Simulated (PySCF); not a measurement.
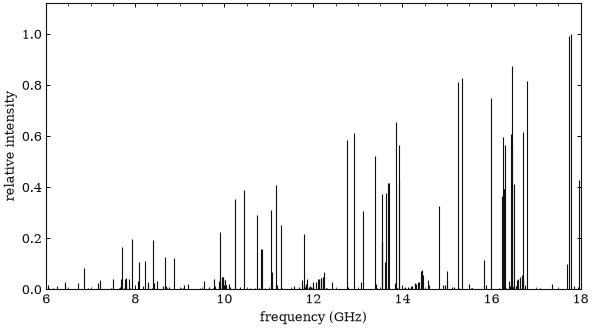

Simulated rotational absorption lines between 6 and 18 GHz at 3 K: rigid rotor with the equilibrium constants and dipole of one optimised conformer (PBE0-D3(BJ)/def2-SVP, PySCF 2.14.0), commonest isotopes; no centrifugal distortion, hyperfine structure, internal rotation or nuclear-spin weights; lines within 1 MHz of each other are summed.

> Which molecule gives this spectrum?
A. C₄H₉NSi₂, SMILES N#C[C@@H]1CC[SiH2][SiH2]1
B. C₄H₉NSi₂, SMILES N#C[C@@H]1C[Si@@H]1C[SiH3]
C. C₃H₇BO₅S, SMILES O=S(=O)(O)[C@H]1CCOBO1

Option A. Rotational constants A, B, C = 2.466, 1.462, 1.230 GHz, |μa|, |μb|, |μc| = 2.68, 0.11, 2.58 D.

Known limits of this run: coarse grid, loose stop and no frequency check, small forces are noise and the end may be a saddle.
